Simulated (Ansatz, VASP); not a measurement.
# Cs12Li41Cl53: VASP beside Ansatz

One calculation is typed for both programs; each brings its own data sets and cutoff. How far apart do they land? The cell is taken from a series of runs on this material, whose earlier steps may have relaxed or scaled it; both programs get it as it stands.

Method: plane waves, with VASP 6.6.1 beside it; single point at PBE, in Ansatz 0.2.0.

## 1. The starting structure

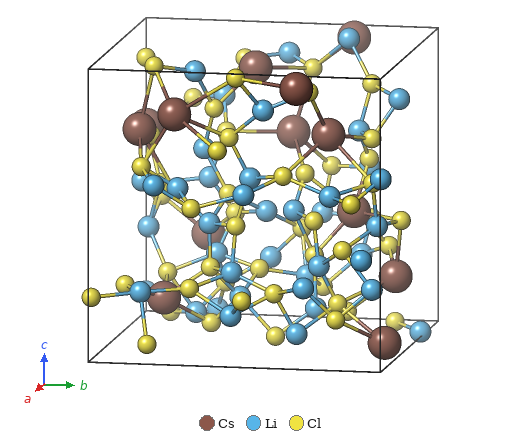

The cell as given, slightly off an axis (caesium brown, lithium blue, chlorine yellow). Bonds to atoms that aren't drawn are left out. Some periodic images of atoms are drawn too.

The cell holds 106 atoms: 12 Cs, 41 Li and 53 Cl. Its edges and angles: a = 14.984 Å, b = 14.984 Å, c = 14.984 Å, α = 90.0°, β = 90.0°, γ = 90.0°.

## 2. Ansatz: single point, PBE

Ansatz runs on its default PAW (the set named soft_2) files.

With cell and atoms fixed, the geometry can't cause a difference; cores, projectors, grids and the points listed under the comparison can.

Contents of input.yaml:

```yaml
crystal:
  lattice:
    - [14.9841, 0.0, 0.0]
    - [0.0, 14.9841, 0.0]
    - [0.0, 0.0, 14.9841]
  atoms:
    - { symbol: Cs, position: [0.63686, 0.74998, 0.73821] }
    - { symbol: Cs, position: [0.5874, 0.17782, 0.15428] }
    - { symbol: Cs, position: [0.16143, 0.53607, 0.65783] }
    - { symbol: Cs, position: [0.63923, 0.10393, 0.73549] }
    - { symbol: Cs, position: [0.37064, 0.78461, 0.43208] }
    - { symbol: Cs, position: [0.00113, 0.71221, 0.95692] }
    - { symbol: Cs, position: [0.07061, 0.22688, 0.28445] }
    - { symbol: Cs, position: [0.74184, 0.96306, 0.05428] }
    - { symbol: Cs, position: [0.35976, 0.44648, 0.90916] }
    - { symbol: Cs, position: [0.45706, 0.94449, 0.23099] }
    - { symbol: Cs, position: [0.84707, 0.26404, 0.8274] }
    - { symbol: Cs, position: [0.21772, 0.04439, 0.67377] }
    - { symbol: Li, position: [0.74524, 0.66229, 0.07446] }
    - { symbol: Li, position: [0.25773, 0.98946, 0.00835] }
    - { symbol: Li, position: [0.72932, 0.43687, 0.27356] }
    - { symbol: Li, position: [0.70509, 0.4954, 0.59286] }
    - { symbol: Li, position: [0.9705, 0.21744, 0.60487] }
    - { symbol: Li, position: [0.32984, 0.47697, 0.41484] }
    - { symbol: Li, position: [0.89182, 0.15662, 0.22638] }
    - { symbol: Li, position: [0.24242, 0.05598, 0.33183] }
    - { symbol: Li, position: [0.43243, 0.28416, 0.64012] }
    - { symbol: Li, position: [0.15517, 0.76818, 0.24816] }
    - { symbol: Li, position: [0.97129, 0.92822, 0.37297] }
    - { symbol: Li, position: [0.82627, 0.93599, 0.24877] }
    - { symbol: Li, position: [0.31502, 0.30476, 0.26396] }
    - { symbol: Li, position: [0.26077, 0.26862, 0.51124] }
    - { symbol: Li, position: [0.42446, 0.95014, 0.82936] }
    - { symbol: Li, position: [0.65966, 0.92068, 0.43632] }
    - { symbol: Li, position: [0.82271, 0.79108, 0.56043] }
    - { symbol: Li, position: [0.90291, 0.71641, 0.25972] }
[... 70 atom lines left out ...]
    - { symbol: Cl, position: [0.25853, 0.88247, 0.29852] }
    - { symbol: Cl, position: [0.39406, 0.07744, 0.93623] }
    - { symbol: Cl, position: [0.22478, 0.34952, 0.38752] }
    - { symbol: Cl, position: [0.12817, 0.87716, 0.01656] }
    - { symbol: Cl, position: [0.92335, 0.33662, 0.5221] }
    - { symbol: Cl, position: [0.96925, 0.00408, 0.21595] }
kpoints:
  mp_grid: { grid: [1, 1, 1] }
hamiltonian:
  xc: pbe
scf:
  occupations: { method: fermi_dirac, width: 0.05 }
output:
  forces: true
  eigenvalues: true
  populations: true
  stress: true
```

The run is started by

```
> ansatz run input.yaml --threads 8 --pin off --max-ram 15872MiB --backend cpu --events-out ev --progress --plain --runs-dir out
```

Numbers of over 12 decimals in the logs are rounded to 6 here.

What it wrote:

```text
Engine: ansatz 0.2.0, aarch64-unknown-linux-gnu
Pseudopotentials: kind: paw
Pseudopotential: Cs, paw, valence charge 9, recommended cutoff 420 eV (normal), Cs.paw.azcp
Pseudopotential: Li, paw, valence charge 3, recommended cutoff 420 eV (normal), Li.paw.azcp
Pseudopotential: Cl, paw, valence charge 7, recommended cutoff 420 eV (normal), Cl.paw.azcp
Functional definition: PBE
  parameter kappa = 0.804
  parameter beta = 0.066725
  exchange = pbe_x(kappa = kappa, mu = beta*pi^2/3)
  correlation = pbe_c(beta = beta)
Crystal: 106 atoms, lattice volume = 3364.279 Å³
Basis set: ecut = 420 eV, 65699 PW (Γ), exchange–correlation on 216×216×216 points (8 copies of the dense FFT grid, shifted against one another)
Bands: 407, of which v1, the nominal top of the filled ones, is band 301 counted from 1 (300 counted from 0)
Symmetry: 1 space group operations
Space group: P1 (ITA 1), of the structure as read, at distance tolerance 1.5e-4 Å
k-points: 1
Non-local potential: Cs, projectors of the file, l = 0: 3, l = 1: 2, l = 2: 2, l = 3: 2
Non-local potential: Li, projectors of the file, l = 0: 3, l = 1: 2, l = 2: 1
Non-local potential: Cl, projectors of the file, l = 0: 2, l = 1: 2, l = 2: 2
PAW form: soft (Blöchl's): semilocal exchange-correlation on the pseudo side does not see the compensation charge
PAW one-centre angular grid: Cs, 194 points (default); XC on 64 Gauss nodes
PAW one-centre angular grid: Li, 110 points (default); XC on 64 Gauss nodes
PAW one-centre angular grid: Cl, 110 points (default); XC on 64 Gauss nodes
Initial density: superposition of atomic densities (neutral atoms: chi_scale 0, normalization atom), corrected by the library's trained network
Initial wavefunctions: pseudopotential atomic-orbital guess
Functional: x = pbe(κ = 0.804, μ = 0.219515), c = pbe(β = 0.066725)
SCF iter   1: F=—  HF=-133832.247813 eV  |F-HF|=—  |Δ(HF+E_count)|=         —  Δρ=8.60e-4  dr2=1.02e-1  ethr=1.77e-3  ⟨swp⟩=7.0  Hψ=1842  notcnv=0  defer=80
preconditioner: auto → Resta (q_TF=auto, 2.048 Å⁻¹)  ε∞=2.7  [insulator: Δε(μ)=3.296 eV  Ē_g=11.068 eV  σ=0.050 eV  W_gap=1.00  n_scr=460 (ndim 8)  ℏωp=14.3 eV  f_vac=0.199  D(μ)=0.00/eV (n_scr^D=0)  ε∞_Penn≈2.7]
SCF iter   2: F=—  HF=-133832.178820 eV  |F-HF|=—  |Δ(HF+E_count)|=   6.90e-2  Δρ=4.15e-4  dr2=2.55e-2  ethr=1.69e-5  ⟨swp⟩=2.0  Hψ=723  notcnv=0  defer=97
SCF iter   3: F=—  HF=-133832.175496 eV  |F-HF|=—  |Δ(HF+E_count)|=   3.32e-3  Δρ=1.62e-4  dr2=3.31e-3  ethr=4.24e-6  ⟨swp⟩=2.0  Hψ=503  notcnv=0  defer=97
SCF iter   4: F=—  HF=-133832.175493 eV  |F-HF|=—  |Δ(HF+E_count)|=   2.86e-6  Δρ=5.78e-5  dr2=2.27e-4  ethr=5.49e-7  ⟨swp⟩=2.0  Hψ=569  notcnv=0  defer=97
SCF iter   5: F=—  HF=-133832.175594 eV  |F-HF|=—  |Δ(HF+E_count)|=   1.01e-4  Δρ=1.73e-5  dr2=2.02e-5  ethr=3.77e-8  ⟨swp⟩=2.0  Hψ=567  notcnv=0  defer=97
SCF iter   6: F=—  HF=-133832.178268 eV  |F-HF|=—  |Δ(HF+E_count)|=   2.67e-3  Δρ=5.28e-6  dr2=1.70e-6  ethr=3.35e-9  ⟨swp⟩=2.0  Hψ=708  notcnv=0  defer=101
SCF iter   7: F=—  HF=-133832.178268 eV  |F-HF|=—  |Δ(HF+E_count)|=   6.43e-7  Δρ=1.56e-6  dr2=1.55e-7  ethr=2.83e-10  ⟨swp⟩=2.0  Hψ=549  notcnv=0  defer=101
SCF iter   8: F=-133832.178268 eV  HF=-133832.178268 eV  |F-HF|=4.07e-9  |Δ(HF+E_count)|=   4.49e-8  Δρ=5.15e-7  dr2=1.39e-8  ethr=1.66e-11  ⟨swp⟩=17.0  Hψ=2532  notcnv=0
SCF 1 converged in 8 iterations: F = -133832.178268 eV  dr2 = 1.39e-8
  greatest PAW one-centre occupation: 1.000 electrons in one spin orbital (limit 2), on the Li atom at site 16 (counted from 0), in its partial waves of l = 0
SCF converged after 8 iterations
Free energy (F): -133832.178268 eV
Harris-Foulkes:  -133832.178268 eV  (|F-HF|=4.07e-9)
Internal energy: -133832.178268 eV  (E = F + TS)
E sigma→0 (E₀):  -133832.178268 eV
Fermi energy:    1.794970 eV
--- Per-component energies (eV) ---
  E_band       = -6484.787015
  E_kinetic    = 11140.140003
  E_local      = -30540.711617  (includes V_loc(G=0)·N_el)
  E_nonlocal   = 505.867691
  E_hartree    = 10797.198401
  E_xc         = -8230.038499
  E_vxc        = -8575.816583  (∫ρ·V_xc dr)
  E_paw        = -96607.698155  (= ΣΔE_a)
  E_vpaw       = -608.666676  (= ΣTr[D̂ρ^β])
  E_aug_tail   = 0.005297  (compensation charges beyond the density's cutoff)
  E_ewald      = -20896.941390
  E_smearing   = -0.000000  (= −TS)
  E_closure    = -0.000000  (closes the sum)
  Σ components = -133832.178268   (vs F -133832.178268, Δ=0.00e0)
--- Forces (eV/Å), atoms counted from 1 ---
  atom   1  Cs     0.32461523    -0.58582262    -0.02341415
  atom   2  Cs    -0.44347881    -0.77863679    -0.27843787
  atom   3  Cs     0.53319757     0.21192455    -0.16476514
  atom   4  Cs    -0.66719035    -0.04701989    -0.20287464
  atom   5  Cs     0.42990037     0.34419405     0.56102641
  atom   6  Cs    -0.38182631     0.21930032     0.33686831
  atom   7  Cs    -0.55873825     0.33300569     0.15700432
[...]
atom  68  Cl     0.69736745    -0.42650563     0.03339022
  atom  69  Cl    -0.41041608    -0.43826888     0.09775502
  atom  70  Cl    -0.18733471    -0.31759126     0.01566555
  atom  71  Cl    -0.09802513     0.30648036    -0.59939521
  atom  72  Cl    -0.32881430    -0.00771415     0.12739905
  atom  73  Cl     0.54043625    -0.64141094    -0.02126768
  atom  74  Cl     0.57513488     0.50893920    -1.00395149
  atom  75  Cl    -0.02172895     1.24211100     0.02699121
  atom  76  Cl    -0.70233374     0.46268277     0.21985307
  atom  77  Cl     0.02567453     0.12015756     0.71954435
  atom  78  Cl     0.01680283     0.49571908    -0.10390289
  atom  79  Cl     0.13468022     0.17449799     0.06660899
  atom  80  Cl     0.30178621     0.84311494    -0.22164326
  atom  81  Cl    -0.15928386    -0.22386646    -0.36366531
  atom  82  Cl    -0.02272875     0.06783084     0.04393430
  atom  83  Cl     0.41947454     0.28143518    -0.13825542
  atom  84  Cl     0.08022390    -0.60742960     0.19464164
[...]
atom  99  Cl    -0.44191997     0.33272880    -0.28935991
  atom 100  Cl    -0.68734451    -0.26109344     0.19548579
  atom 101  Cl    -0.85485083     0.71547170    -0.59294582
  atom 102  Cl    -0.14558972    -0.68116303     0.08598488
  atom 103  Cl    -0.04820178    -0.09930518    -0.13663551
  atom 104  Cl    -0.05376692     0.35125967     0.22191568
  atom 105  Cl    -0.33449666     0.00435914     0.09481538
  atom 106  Cl    -0.06898432     0.06903467     0.25118296
  max |Σ_I F_I| component: 4.51e-5 eV/Å
--- Stress (GPa, compression-positive) ---
        0.107393      -0.236899       0.132747
       -0.236898      -1.109082      -0.164598
        0.132747      -0.164598      -0.534625
  P = ⅓ Tr σ = -0.5121 GPa (-5.121 kbar)
--- Band table (eV) ---
  k-point 0: bands = [... 297 lower, -0.2106, -0.1732, -0.1415, 0.0527, 3.5350, 4.1958, 4.3875, 4.5665, ... 102 higher]
--- Löwdin populations: 106 sites ---
  site symbol       q [e]
     0     Cs      8.1356
     1     Cs      8.1500
     2     Cs      8.1606
     3     Cs      8.1650
     4     Cs      8.1691
     5     Cs      8.1251
     6     Cs      8.1254
     7     Cs      8.1274
     8     Cs      8.1508
     9     Cs      8.1598
    10     Cs      8.1713
    11     Cs      8.1595
    12     Li      2.2744
    13     Li      2.2632
    14     Li      2.2833
    15     Li      2.2622
    16     Li      2.2720
    17     Li      2.2911
    18     Li      2.3013
    19     Li      2.2913
    20     Li      2.2903
    21     Li      2.2816
    22     Li      2.2893
    23     Li      2.3215
[...]
98     Cl      7.6617
    99     Cl      7.6793
   100     Cl      7.6963
   101     Cl      7.6847
   102     Cl      7.6642
   103     Cl      7.6894
   104     Cl      7.6722
   105     Cl      7.6490
  spilling = 0.005829 (of n_electrons = 602.000000)
```

The run ends at a pressure of -0.51 GPa, with forces up to 1.3 eV/Å.

## 3. VASP: single point, PBE

The same cell, functional, mesh and smearing now go to VASP, with its own data sets and cutoff.

Lines of VASP's logs that name or quote its potential files are left out, and so is its time.

Contents of INCAR:

```
SYSTEM = Cs12Li41Cl53
PREC = Accurate
ENCUT = 650
EDIFF = 1E-05
NELM = 100
ISMEAR = -1
SIGMA = 0.05
LREAL = Auto
ALGO = Fast
GGA = PE
NBANDS = 375
LORBIT = 11
LWAVE = .FALSE.
LCHARG = .FALSE.
ISIF = 2
```

Contents of POSCAR:

```
Cs12Li41Cl53
1.0
   14.9841000000      0.0000000000      0.0000000000
    0.0000000000     14.9841000000      0.0000000000
    0.0000000000      0.0000000000     14.9841000000
Cs Li Cl
12 41 53
Direct
    0.6368600000      0.7499800000      0.7382100000
    0.5874000000      0.1778200000      0.1542800000
    0.1614300000      0.5360700000      0.6578300000
    0.6392300000      0.1039300000      0.7354900000
    0.3706400000      0.7846100000      0.4320800000
    0.0011300000      0.7122100000      0.9569200000
    0.0706100000      0.2268800000      0.2844500000
    0.7418400000      0.9630600000      0.0542800000
    0.3597600000      0.4464800000      0.9091600000
    0.4570600000      0.9444900000      0.2309900000
    0.8470700000      0.2640400000      0.8274000000
    0.2177200000      0.0443900000      0.6737700000
    0.7452400000      0.6622900000      0.0744600000
    0.2577300000      0.9894600000      0.0083500000
    0.7293200000      0.4368700000      0.2735600000
    0.7050900000      0.4954000000      0.5928600000
    0.9705000000      0.2174400000      0.6048700000
    0.3298400000      0.4769700000      0.4148400000
    0.8918200000      0.1566200000      0.2263800000
    0.2424200000      0.0559800000      0.3318300000
    0.4324300000      0.2841600000      0.6401200000
    0.1551700000      0.7681800000      0.2481600000
    0.9712900000      0.9282200000      0.3729700000
    0.8262700000      0.9359900000      0.2487700000
    0.3150200000      0.3047600000      0.2639600000
    0.2607700000      0.2686200000      0.5112400000
    0.4244600000      0.9501400000      0.8293600000
    0.6596600000      0.9206800000      0.4363200000
    0.8227100000      0.7910800000      0.5604300000
    0.9029100000      0.7164100000      0.2597200000
[... 70 atom lines left out ...]
    0.2585300000      0.8824700000      0.2985200000
    0.3940600000      0.0774400000      0.9362300000
    0.2247800000      0.3495200000      0.3875200000
    0.1281700000      0.8771600000      0.0165600000
    0.9233500000      0.3366200000      0.5221000000
    0.9692500000      0.0040800000      0.2159500000
```

Contents of KPOINTS:

```
Automatic mesh
0
Gamma
1 1 1
0 0 0
```

Potentials, in the order of the species: Cs_sv, Li_sv and Cl (PBE family, release 64).

The run is started by

```
> export OMP_NUM_THREADS=5
> mpirun -np 1 vasp_gam
```

What it wrote:

```text
[banner, memory and clock lines left out]
running    1 mpi-ranks, on    1 nodes
[...]
Offloading initialized ...    1 GPUs detected
[...]
LDA part: xc-table for (Slater+PW92), standard interpolation
 POSCAR, INCAR and KPOINTS ok, starting setup
[...]
entering main loop
       N       E                     dE             d eps       ncg     rms          rms(c)
DAV:   1     0.756823094150E+04    0.75682E+04   -0.30276E+05   766   0.179E+03
DAV:   2     0.876017510574E+03   -0.66922E+04   -0.64180E+04  1014   0.387E+02
DAV:   3    -0.271456283223E+03   -0.11475E+04   -0.11407E+04   917   0.152E+02
DAV:   4    -0.359485956035E+03   -0.88030E+02   -0.87636E+02  1068   0.471E+01
[...]
RMM:  34    -0.362635505913E+03   -0.11715E-04   -0.17648E-04  1087   0.229E-02    0.833E-02
RMM:  35    -0.362635515235E+03   -0.93221E-05   -0.13985E-04  1118   0.211E-02    0.843E-02
RMM:  36    -0.362635520887E+03   -0.56513E-05   -0.92117E-05  1001   0.194E-02
   1 F= -.36263552E+03 E0= -.36263552E+03  d E =-.375168E-10
```

From OUTCAR (step 3):

```text
  FREE ENERGIE OF THE ION-ELECTRON SYSTEM (eV)
  ---------------------------------------------------
  free  energy   TOTEN  =      -362.6355208866 eV

  energy  without entropy=     -362.6355208866  energy(sigma->0) =     -362.63552089
```

The run ends at a pressure of -0.54 GPa, with forces up to 1.3 eV/Å.

## 4. Side by side

Known differences besides the PAW data sets themselves: the cutoff is 420 eV in Ansatz and 650 eV in VASP (PREC = Accurate, projectors in real space); VASP leaves aspherical gradient terms in its spheres out (LASPH is not set), Ansatz keeps them. Total energies have different zeros and are not compared.

Both answers:

| quantity | Ansatz | VASP | difference |
| --- | --- | --- | --- |
| pressure (GPa) | -0.51 | -0.54 | +0.03 |
| gap on the k mesh (eV) | 3.482 | 3.481 | +0.002 |

Forces on 10 of the 106 atoms, picked by the larger force of the two programs (eV/Å; atoms numbered as in POSCAR):

| atom | Ansatz x, y, z | VASP x, y, z |
| --- | --- | --- |
| Cs2 | -0.443, -0.779, -0.278 | -0.451, -0.798, -0.284 |
| Cs8 | -0.307, -0.046, -0.963 | -0.315, -0.045, -0.983 |
| Li19 | -0.576, -0.012, -0.731 | -0.579, -0.016, -0.732 |
| Cl64 | 0.889, -0.074, 0.246 | 0.890, -0.074, 0.244 |
| Cl74 | 0.575, 0.509, -1.004 | 0.578, 0.511, -1.021 |
| Cl75 | -0.022, 1.242, 0.027 | -0.020, 1.265, 0.040 |
| Cl90 | 0.358, -0.585, -0.619 | 0.370, -0.601, -0.635 |
| Cl94 | 0.364, -0.435, 0.812 | 0.378, -0.440, 0.837 |
| Cl96 | -1.079, 0.053, 0.254 | -1.089, 0.057, 0.266 |
| Cl101 | -0.855, 0.715, -0.593 | -0.872, 0.726, -0.605 |

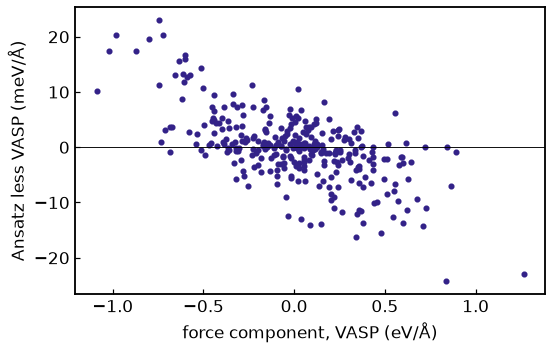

Difference of the force components against their size.

The forces differ by 6.4 meV/Å r.m.s., which is 1.8 % of the r.m.s. force of 0.36 eV/Å (both taken over all components).

## 5. Results

| Property | Result |
| --- | --- |
| r.m.s. force difference (single point, PBE) | 1.8 % of the r.m.s. force |

What this shows: The r.m.s. force difference is 1.8 % of the r.m.s. force (single point, PBE), within the 3 % picked in this series as the mark of a large difference. How closely two codes agree says nothing of how well the functional describes the real material.

[Lines on the potential files, build, host, timing and source positions are cut from VASP's logs without a mark.]

[Logs are printed without paths, hosts, clocks, repeated set-up lines and the standing remarks that a program may print on its own settings, such as how far it seeks lower states.]

[Hosts, paths, dates, database ids (printed as entryN), source tags and the programs' standing remarks are cut or masked in the printed files.]
